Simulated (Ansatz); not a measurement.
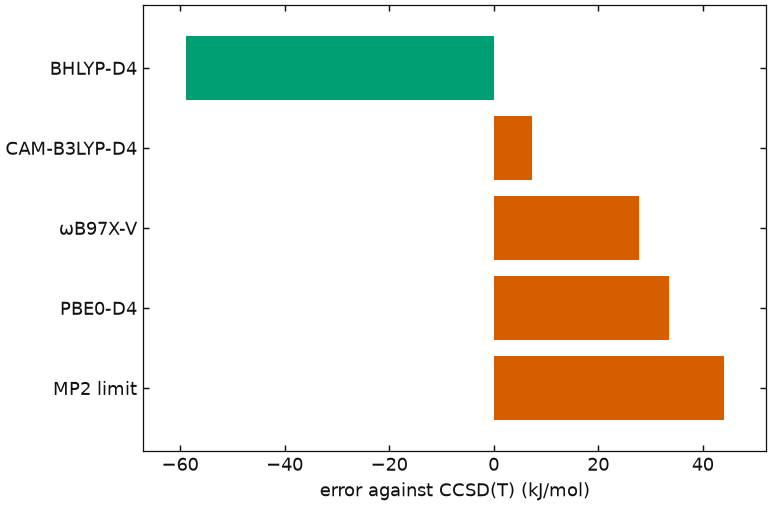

Error in the electronic atomisation energy (method less reference, so positive means overbinding) of CH₅BSSi, SMILES CB1[SiH2]S1: functionals in def2-TZVPP against frozen-core CCSD(T) at the limit (MP2 extrapolated from triple and quadruple zeta, plus CCSD(T) less MP2 in a smaller set), which gives 3186.7 kJ/mol, at a PBE0-D4/def2-TZVP geometry (a minimum by its frequencies), no zero-point or spin-orbit term, the Ansatz code. The reference leaves out core correlation, a term that grows with the number of heavy atoms. Limit means the basis limit.

Q: Which of these levels overbind, and which underbind?

A: Overbind: ωB97X-V, PBE0-D4 and MP2 limit. Underbind: BHLYP-D4. Within 20 kJ/mol of zero, too close to call in view of what the reference leaves out: CAM-B3LYP-D4.

Q: Give the values.

A:
```csv
level,kJ/mol
BHLYP-D4,−58.8
CAM-B3LYP-D4,7.3
ωB97X-V,27.9
PBE0-D4,33.5
MP2 limit,44.0
```
